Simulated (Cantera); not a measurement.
Input: 1 mol SiCl₄, 3.3 mol NH₃, 2.5 mol N₂, equilibrated at 10000 Pa.

Cantera equilibrium calculation (NASA polynomials, part measured and part estimated; ideal gas, pure solids and liquids). Candidate condensed phases: NH₄Cl, Si, Si₃N₄; 28 gas species. The tables' values for SiCl₃, SiCl, SiN are old estimates; treat these amounts as uncertain. Gases not in the tables: Si₂H₆ and higher silanes. Rates play no part.

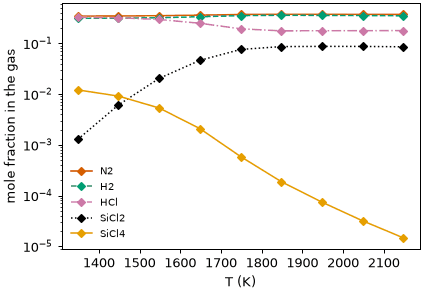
Figure. Equilibrium gas composition (values under 1e-9 drawn at 1e-9)

**Question.** Read off the mole fractions at 1848 K.

**Answer.** N₂ about 0.37, H₂ about 0.36, HCl about 0.18, SiCl₂ about 0.086, SiCl₄ about 0.00019.
